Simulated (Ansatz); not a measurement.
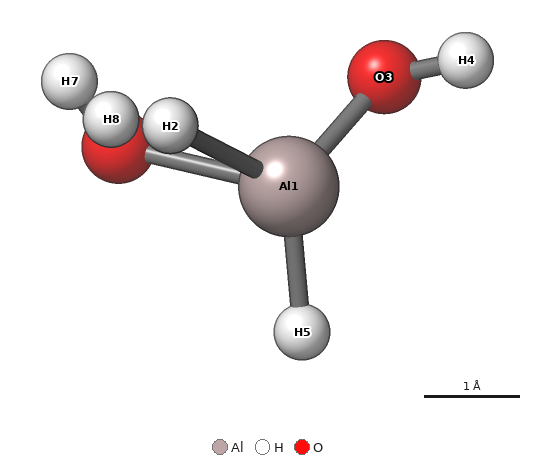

The starting structure (ball-and-stick view, seen at a tilt; atoms are numbered from 1 in the order of the input). Sticks mark near contacts. Bond lengths as drawn: Al–H 1.56 to 1.91 Å, Al–O 1.78 to 2.08 Å and H–O 1.01 Å.

# Geometry relaxation of AlH₅O₂

System: AlH₅O₂.
Method: RKS PBE0-D4/def2-SVP (Ansatz 0.2.0).

The input holds or restrains some coordinates. It belongs to a series of runs on one base structure; here: pulled along the bonds that form and break, towards end B. Figures and captions count atoms from 1; the log counts them from 0 in places.

### Input
```yaml
crystal:
  periodic: [false, false, false]
  atoms:
    - { symbol: Al, position_ang: [0.0, 0.0, 0.0] }
    - { symbol: H, position_ang: [0.0, 0.0, 1.91] }
    - { symbol: O, position_ang: [1.5415, 0.0, -0.89] }
    - { symbol: H, position_ang: [1.8414, -0.9519, -1.0449] }
    - { symbol: H, position_ang: [-1.351, 0.0, -0.78] }
    - { symbol: O, position_ang: [0.0932, 1.9717, 0.6559] }
    - { symbol: H, position_ang: [0.4919, 2.0, 1.5834] }
    - { symbol: H, position_ang: [0.0471, 0.9963, 1.8084] }
basis:
  gaussian: { orbitals: def2-SVP }
hamiltonian:
  xc: pbe0
  dispersion: d4
relax:
  f_tol: 0.15
  max_steps: 25
  restrain:
    - { distance: [0, 5], at: 1.78, k: 30.0 }
    - { distance: [7, 1], at: 0.66, k: 30.0 }
    - { distance: [0, 1], at: 2.76, k: 30.0 }
    - { distance: [7, 5], at: 2.21, k: 30.0 }
output:
  orbitals: {}
```

Launch command:
```bash
ansatz run input.yaml --threads 1 --pin off --max-ram 2048MiB --backend cpu --events-out ev --progress --plain --runs-dir out
```

### What the program printed
```
The last accepted step is kept in [file] (removed where the run ends without a failure and the disk answers)
Engine: ansatz 0.2.0, aarch64-unknown-linux-gnu
Functional definition: PBE0
  parameter a = 0.25
  parameter kappa = 0.804
  parameter beta = 0.06672455060314922
  exchange = (1 - a)*pbe_x(kappa = kappa, mu = beta*pi^2/3) + a*exact_x
  correlation = pbe_c(beta = beta)
724 factors; integrals over basis functions are off by at most 3.3e-4 eV
mean field evaluation 1: about -10748.9796 eV, gradient 6.9e1 eV
mean field evaluation 2: about -10695.1984 eV, gradient 1.7e2 eV
mean field evaluation 4: about -10758.0963 eV, gradient 7.5e0 eV
mean field evaluation 8: about -10758.2105 eV, gradient 3.2e-1 eV
mean field -10758.21068799 eV, -395.3569506064 hartree, gradient 5.6e-5 eV, S^2 0.000000; 0 other end points of the search recorded, 0 dependent functions left out
the calculation of the forces begins
reference -10758.21071685 eV, -395.3569516671 hartree; 17, 17 occupied and 54, 54 virtual orbitals, 724 factors
relax step   1: F+E_penalty+E_count = -10758.30508882 eV  Δ(F+E_penalty+E_count) = +0.000e0 eV  max|allowed force component| = 4.235e0 eV/Å  E_restraint = 21.28633197 eV  max|allowed force component, restraints' pulls added| = 2.645e1 eV/Å  Δτ_max = 0.0000 Å  (24 SCF iters, accepted)
  distance Al 0 - O 5 = 2.0800 Å
  distance H 7 - H 1 = 1.0026 Å
  distance Al 0 - H 1 = 1.9100 Å
  distance H 7 - O 5 = 1.5106 Å
these checks for a lower state are left out or cut short: starts, cluster_reference, orbital_swaps, neighbouring_geometries, increment
724 factors; integrals over basis functions are off by at most 4.8e-4 eV
mean field evaluation 16: about -10758.3791 eV, gradient 1.2e1 eV
mean field -10759.11926985 eV, -395.3903403739 hartree, gradient 1.7e-5 eV, S^2 0.000000; 0 other end points of the search recorded, 0 dependent functions left out
[... from here on the field's lines of each further geometry are left out, up to the last ...]
relax step   2: F+E_penalty+E_count = -10759.20411214 eV  Δ(F+E_penalty+E_count) = -8.990e-1 eV  max|allowed force component| = 5.125e0 eV/Å  E_restraint = 8.12828392 eV  max|allowed force component, restraints' pulls added| = 1.484e1 eV/Å  Δτ_max = 0.1949 Å  (32 SCF iters, accepted)
relax step   3: F+E_penalty+E_count = -10760.11887345 eV  Δ(F+E_penalty+E_count) = -9.148e-1 eV  max|allowed force component| = 4.227e0 eV/Å  E_restraint = 1.64570430 eV  max|allowed force component, restraints' pulls added| = 8.057e0 eV/Å  Δτ_max = 0.1948 Å  (28 SCF iters, accepted)
relax step   4: F+E_penalty+E_count = -10760.89296158 eV  Δ(F+E_penalty+E_count) = -7.741e-1 eV  max|allowed force component| = 3.061e0 eV/Å  E_restraint = 0.04886606 eV  max|allowed force component, restraints' pulls added| = 2.275e0 eV/Å  Δτ_max = 0.1947 Å  (26 SCF iters, accepted)
relax step   5: F+E_penalty+E_count = -10761.16348918 eV  Δ(F+E_penalty+E_count) = -2.705e-1 eV  max|allowed force component| = 1.736e0 eV/Å  E_restraint = 0.07552626 eV  max|allowed force component, restraints' pulls added| = 1.082e0 eV/Å  Δτ_max = 0.1945 Å  (26 SCF iters, accepted)
relax step   6: F+E_penalty+E_count = -10761.26819030 eV  Δ(F+E_penalty+E_count) = -1.047e-1 eV  max|allowed force component| = 1.587e0 eV/Å  E_restraint = 0.08670588 eV  max|allowed force component, restraints' pulls added| = 7.228e-1 eV/Å  Δτ_max = 0.2000 Å  (27 SCF iters, accepted)
relax step   7: F+E_penalty+E_count = -10761.32763945 eV  Δ(F+E_penalty+E_count) = -5.945e-2 eV  max|allowed force component| = 1.675e0 eV/Å  E_restraint = 0.07331097 eV  max|allowed force component, restraints' pulls added| = 2.781e-1 eV/Å  Δτ_max = 0.2000 Å  (25 SCF iters, accepted)
relax step   8: F+E_penalty+E_count = -10761.34277259 eV  Δ(F+E_penalty+E_count) = -1.513e-2 eV  max|allowed force component| = 1.879e0 eV/Å  E_restraint = 0.06753442 eV  max|allowed force component, restraints' pulls added| = 2.773e-1 eV/Å  Δτ_max = 0.2000 Å  (26 SCF iters, accepted)
relax step   9: F+E_penalty+E_count = -10761.36442449 eV  Δ(F+E_penalty+E_count) = -2.165e-2 eV  max|allowed force component| = 1.719e0 eV/Å  E_restraint = 0.07360157 eV  max|allowed force component, restraints' pulls added| = 8.058e-2 eV/Å  Δτ_max = 0.1035 Å  (22 SCF iters, accepted)
relax step  10: F+E_penalty+E_count = -10761.37836339 eV  Δ(F+E_penalty+E_count) = -1.394e-2 eV  max|allowed force component| = 1.478e0 eV/Å  E_restraint = 0.08550504 eV  max|allowed force component, restraints' pulls added| = 4.935e-1 eV/Å  Δτ_max = 0.1578 Å  (22 SCF iters, accepted)
the calculation of the forces begins
reference -10761.28974883 eV, -395.4701040053 hartree; 17, 17 occupied and 54, 54 virtual orbitals, 724 factors
relax step  11: F+E_penalty+E_count = -10761.37318627 eV  Δ(F+E_penalty+E_count) = +5.177e-3 eV  max|allowed force component| = 1.752e0 eV/Å  E_restraint = 0.07425614 eV  max|allowed force component, restraints' pulls added| = 5.297e-2 eV/Å  Δτ_max = 0.0497 Å  (22 SCF iters, accepted)
```

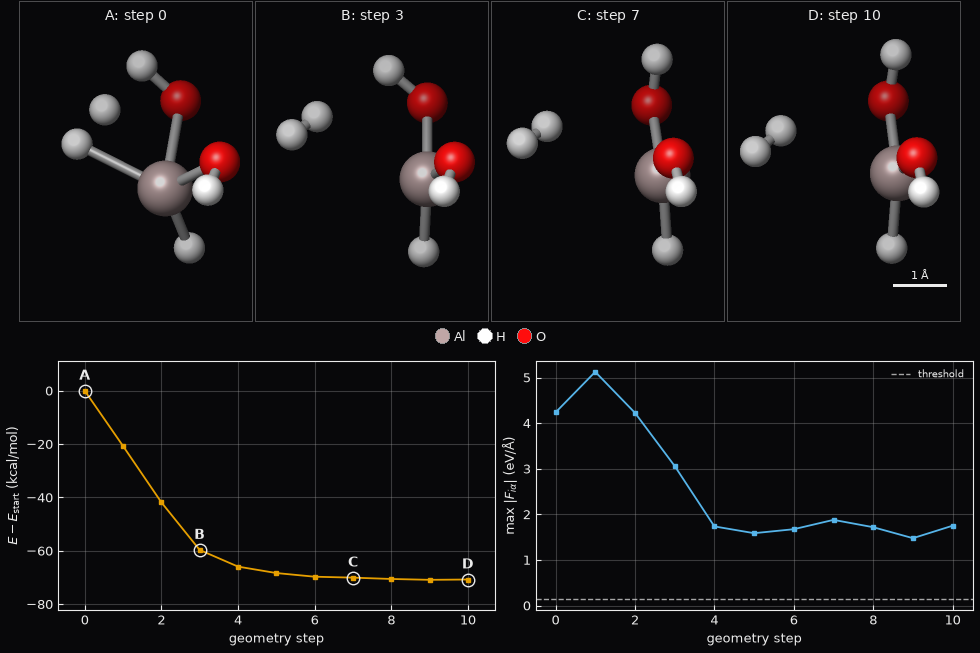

Frames of the restrained relaxation (ball-and-stick view, seen at an oblique angle) above the curves, on which the letters mark them (the first geometry is step 0 here and step 1 in the log).

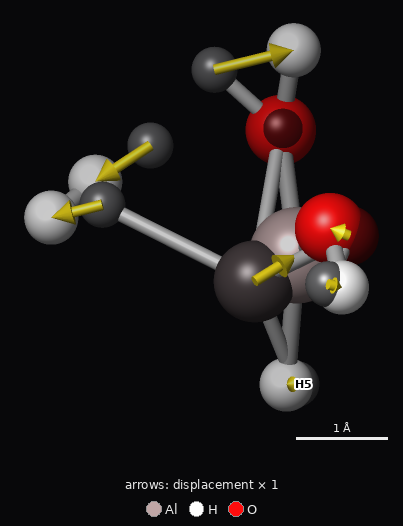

Start (faint) and end (solid) with the displacements as yellow arrows, at true length (ball-and-stick view, seen at an oblique angle). The two geometries are laid on each other by the best rigid fit. After 10 geometry steps the energy has fallen by 70.8 kcal/mol. Largest force component: 4.2 eV/Å at the start, 1.8 eV/Å at the end. The atom that moves furthest after the best rigid fit is H7 (0.91 Å). Largest moves by element: H 0.91 Å, Al 0.59 Å, O 0.23 Å. Among the contacts that change: Al1–H2 1.910 → 2.759 Å, Al1–O6 2.080 → 1.746 Å, H2–H8 1.003 → 0.721 Å, Al1–O3 1.780 → 1.700 Å. New bonds form: H2–H8 (1.00 → 0.72 Å). Among the angles that change: O3–Al1–O6 96.8° → 117.1°, H5–Al1–O6 101.3° → 118.3°, Al1–O3–H4 109.5° → 126.5°. (Atoms are counted from 1 in the order of the input.)

```
  distance Al 0 - O 5 = 1.7457 Å
  distance H 7 - H 1 = 0.7211 Å
  distance Al 0 - H 1 = 2.7587 Å
  distance H 7 - O 5 = 2.2163 Å
724 factors; integrals over basis functions are off by at most 4.1e-4 eV
mean field -10761.28972083 eV, -395.4701029764 hartree, gradient 1.4e-5 eV, S^2 0.000000; 1 other end points of the search recorded, 0 dependent functions left out
the calculation of the forces begins
reference -10761.28974883 eV, -395.4701040053 hartree; 17, 17 occupied and 54, 54 virtual orbitals, 724 factors
Total energy: -10761.37321427 eV, -395.4731713037 hartree
Atom 0 at     0.067170     0.513695    -0.252092 Å, force    -0.052023     0.824152     0.534612 eV/Å
Atom 1 at    -0.175759    -0.290871     2.375472 Å, force    -0.051411    -1.751816     0.520054 eV/Å
Atom 2 at     1.603931    -0.070771    -0.685429 Å, force     0.017643    -0.025796    -0.008756 eV/Å
Atom 3 at     1.790951    -0.869723    -1.179825 Å, force    -0.001536     0.010616    -0.000431 eV/Å
Atom 4 at    -1.291114    -0.161095    -0.668460 Å, force     0.004506    -0.000228     0.003733 eV/Å
Atom 5 at     0.008603     2.008904     0.647027 Å, force     0.025276    -0.691302    -0.645515 eV/Å
Atom 6 at     0.815236     2.489350     0.847248 Å, force     0.017343     0.015915     0.014102 eV/Å
Atom 7 at    -0.154919     0.396612     2.158859 Å, force     0.040202     1.618458    -0.417799 eV/Å
Dipole moment:     0.227492    -0.227607    -0.125606 e Å
```

### Trajectory as extended XYZ (Å, eV, eV/Å), 11 frames, from step=1 to step=11
```
8
Properties=species:S:1:pos:R:3:forces:R:3 step=1 energy=-10758.30509
Al    0.0000    0.0000    0.0000    1.5362   4.2351   0.0177
H     0.0000    0.0000    1.9100    0.1269   0.3377   0.1127
O     1.5415    0.0000   -0.8900   -0.5643  -3.0297   0.8788
H     1.8414   -0.9519   -1.0449   -0.3027   1.9821   0.0025
H    -1.3510    0.0000   -0.7800   -0.3503  -0.7348   0.2560
O     0.0932    1.9717    0.6559    0.1763  -1.9935   1.8877
H     0.4919    2.0000    1.5834    0.5709   1.8884  -1.8988
H     0.0471    0.9963    1.8084   -1.1932  -2.6852  -1.2565
8
Properties=species:S:1:pos:R:3:forces:R:3 step=2 energy=-10759.20411
Al    0.0039    0.1145   -0.1401    1.6021   5.1255   0.7298
H     0.0036    0.0436    2.0999    0.0301  -0.1696   0.3215
O     1.5600   -0.0155   -0.8964   -0.3575  -2.1541   0.5741
H     1.8397   -0.9466   -1.0459    0.0327   0.9925  -0.1847
H    -1.3643   -0.0077   -0.7860   -0.8349  -0.8920  -0.0564
O     0.1059    1.9770    0.5685    0.6657  -2.1220   2.1142
H     0.4873    2.0165    1.5376   -0.6000   0.7995  -3.3766
H     0.0281    0.8343    1.9051   -0.5382  -1.5798  -0.1219
8
Properties=species:S:1:pos:R:3:forces:R:3 step=3 energy=-10760.11887
Al    0.0224    0.2695   -0.2567    0.8182   4.2274   0.7504
H     0.0013    0.0359    2.2448   -0.0511  -2.6294   1.0850
O     1.5705   -0.0366   -0.8954   -0.0628  -1.0774   0.3069
H     1.8391   -0.9468   -1.0483    0.2159   0.0515  -0.2776
H    -1.3803   -0.0264   -0.7874   -0.5684  -0.7671  -0.0628
O     0.1265    1.9854    0.4801    0.6417  -1.8430   2.3817
H     0.4669    2.0212    1.4658   -0.8029   0.4243  -3.5801
H     0.0178    0.7139    2.0398   -0.1906   1.6138  -0.6033
8
Properties=species:S:1:pos:R:3:forces:R:3 step=4 energy=-10760.89296
Al    0.0442    0.4452   -0.3376    0.3732   1.4513  -0.0516
H    -0.0049   -0.0207    2.3579   -0.0088  -3.0614   1.2001
O     1.5957   -0.0579   -0.8806   -0.5251  -0.3259   0.3631
H     1.8327   -0.9684   -1.0600    0.0569  -0.0510  -0.1930
H    -1.3971   -0.0667   -0.7801    0.3221  -0.2030   0.1100
O     0.1315    2.0100    0.4486   -0.1023  -0.7657   0.3096
H     0.4620    2.0408    1.3613    0.0010   0.4195  -0.8543
H     0.0000    0.6339    2.1334   -0.1170   2.5362  -0.8840
8
Properties=species:S:1:pos:R:3:forces:R:3 step=5 energy=-10761.16349
Al    0.0630    0.5289   -0.3457   -0.3279   1.5913   0.7765
H     0.0144   -0.1177    2.3587    0.2413  -1.7364   0.8490
O     1.5629   -0.0693   -0.7761    0.8731  -1.0818  -0.3127
H     1.7406   -0.9755   -1.0681   -0.0476   0.5533   0.0684
H    -1.2832   -0.1409   -0.7123   -0.3438  -0.1707  -0.1268
O     0.0792    2.0878    0.4582    0.0079  -0.8552   0.0482
H     0.5701    2.1851    1.2883   -0.0946   0.1912  -0.6321
H    -0.0829    0.5178    2.0398   -0.3085   1.5084  -0.6705
8
Properties=species:S:1:pos:R:3:forces:R:3 step=6 energy=-10761.26819
Al    0.0475    0.4737   -0.3166   -0.3750   1.1410   0.1838
H     0.0546   -0.1375    2.3838    0.2258  -1.5874   0.5728
O     1.5866   -0.1413   -0.6717    0.1546  -0.6132  -0.1892
H     1.7976   -0.9548   -1.1495   -0.1088   0.4053   0.2370
H    -1.3561   -0.0330   -0.8641    0.2695  -0.1281   0.0707
O    -0.0291    2.0096    0.5006    0.1434  -0.6519  -0.0870
H     0.6046    2.2506    1.1856   -0.0305   0.1154  -0.3579
H    -0.0416    0.5488    2.1746   -0.2791   1.3189  -0.4301
8
Properties=species:S:1:pos:R:3:forces:R:3 step=7 energy=-10761.32764
Al    0.0009    0.5563   -0.3335    0.2372   0.6198   0.7064
H     0.1366   -0.2034    2.3198    0.5221  -1.6748   0.5441
O     1.5340   -0.1640   -0.5318   -0.1202   0.2613   0.0213
H     1.7480   -0.9123   -1.0840    0.0264  -0.1643  -0.0902
H    -1.3210   -0.0993   -0.8771   -0.0452   0.1246  -0.0415
O    -0.0566    2.0455    0.5772    0.0372  -0.6474  -0.5786
H     0.7226    2.3476    1.0565   -0.1059  -0.0013  -0.1752
H    -0.1004    0.4456    2.1157   -0.5515   1.4821  -0.3864
8
Properties=species:S:1:pos:R:3:forces:R:3 step=8 energy=-10761.34277
Al    0.0103    0.5385   -0.2759   -0.2161   0.7582   0.4061
H     0.0614   -0.2891    2.3555    0.1965  -1.8794   0.5861
O     1.5461   -0.1353   -0.5360    0.0670   0.0554   0.0297
H     1.7489   -0.9225   -1.0400    0.0145  -0.0447  -0.0409
H    -1.3163   -0.0209   -0.9055   -0.0295  -0.0673   0.0347
O    -0.1065    2.0233    0.6363    0.3346  -0.6183  -0.6244
H     0.7321    2.4331    0.8760   -0.1288   0.0578   0.0679
H    -0.0119    0.3890    2.1325   -0.2381   1.7383  -0.4592
8
Properties=species:S:1:pos:R:3:forces:R:3 step=9 energy=-10761.36442
Al    0.0267    0.5327   -0.2841   -0.1305   0.8107   0.5151
H     0.0138   -0.2781    2.3524    0.2017  -1.7187   0.5589
O     1.5680   -0.1152   -0.5870    0.0210  -0.0095  -0.0229
H     1.7668   -0.9147   -1.0751    0.0033  -0.0009  -0.0110
H    -1.3270   -0.0741   -0.8174    0.0534  -0.0034   0.0236
O    -0.0603    2.0276    0.6152    0.0983  -0.6925  -0.6282
H     0.7524    2.4399    0.9202   -0.0150   0.0372   0.0010
H    -0.0764    0.3981    2.1185   -0.2322   1.5770  -0.4366
8
Properties=species:S:1:pos:R:3:forces:R:3 step=10 energy=-10761.37836
Al    0.0561    0.5069   -0.2568    0.1018   0.8316   0.4192
H    -0.1408   -0.2850    2.3833   -0.0015  -1.4779   0.4354
O     1.6042   -0.0766   -0.6855   -0.2370   0.1837   0.1688
H     1.7943   -0.8798   -1.1658    0.0244  -0.1363  -0.0931
H    -1.3083   -0.1464   -0.7127    0.0988   0.0203   0.0621
O    -0.0045    2.0098    0.6350    0.2564  -0.6162  -0.5591
H     0.8058    2.4766    0.8759   -0.2301  -0.1436  -0.0861
H    -0.1427    0.4106    2.1693   -0.0129   1.3383  -0.3470
8
Properties=species:S:1:pos:R:3:forces:R:3 step=11 energy=-10761.37319
Al    0.0672    0.5137   -0.2521   -0.0520   0.8242   0.5346
H    -0.1758   -0.2909    2.3755   -0.0514  -1.7518   0.5201
O     1.6039   -0.0708   -0.6854    0.0176  -0.0258  -0.0088
H     1.7910   -0.8697   -1.1798   -0.0015   0.0106  -0.0004
H    -1.2911   -0.1611   -0.6685    0.0045  -0.0002   0.0037
O     0.0086    2.0089    0.6470    0.0253  -0.6913  -0.6455
H     0.8152    2.4893    0.8472    0.0173   0.0159   0.0141
H    -0.1549    0.3966    2.1589    0.0402   1.6185  -0.4178
```

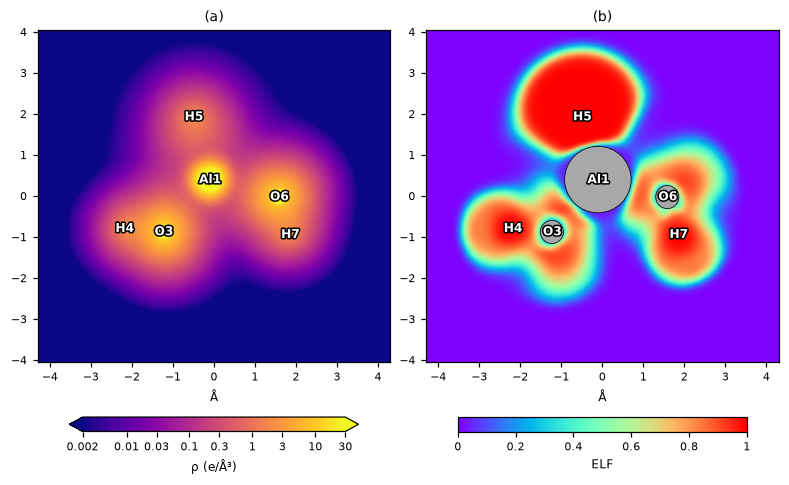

(a) electron density; (b) ELF on the plane of atoms Al1, O3 and H4. Grey discs, where drawn, cover atomic cores. Atoms in the plane: Al, O and H. Al1···H4 (2.40 Å): ρ is about 1.5 e/Å³ halfway; the ELF climbs to about 0.95 towards the hydrogen, as it does in any bond to H; a non-bonded, intermolecular contact. O–H (0.96 Å): ρ is about 3.7 e/Å³ halfway, with its minimum of 2.4 e/Å³ about 0.8 Å from O; the ELF climbs to about 1 towards the hydrogen; a covalent bond by its length.

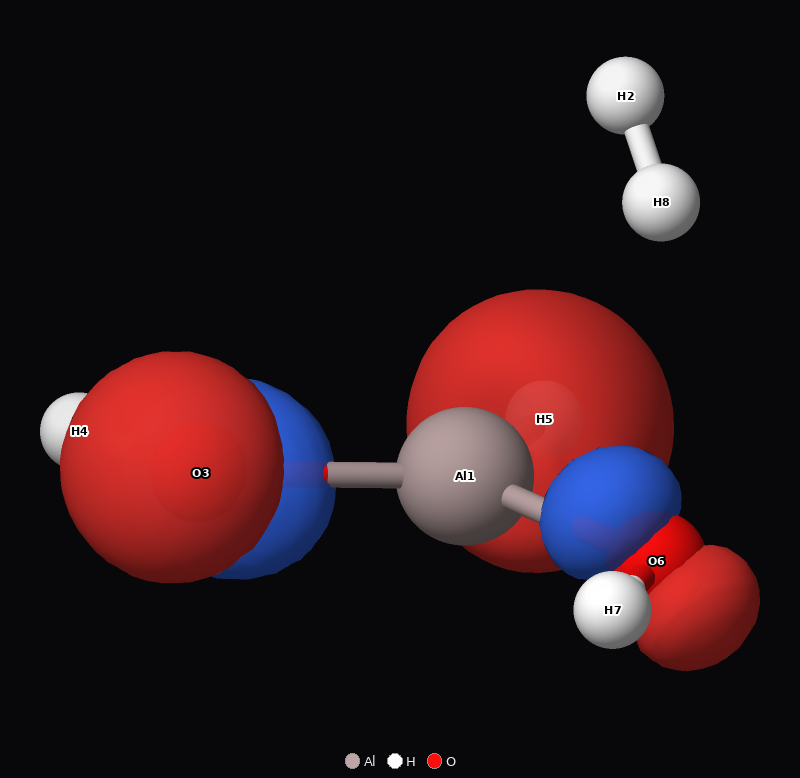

The HOMO−1 at ±0.2 Å⁻³ᐟ² (red and blue are the two phases), seen at a tilt. It lies mainly on O3 (40 %), H5 (30 %), Al1 (20 %) and O6 (10 %). Its energy is −8.77 eV.

### Key numbers

```csv
quantity,value
outcome,converged under the restraints of the input
total energy,−10761.3732 eV
mean-field energy,−10761.2897 eV
"largest force (length of the vector) at the end, held atoms and coordinates included",1.828 eV/Å
hardware,"1 thread of Arm Neoverse V2, 24 GiB of memory available, shared host"
wall time,19 s
peak memory,0.13 GiB
```
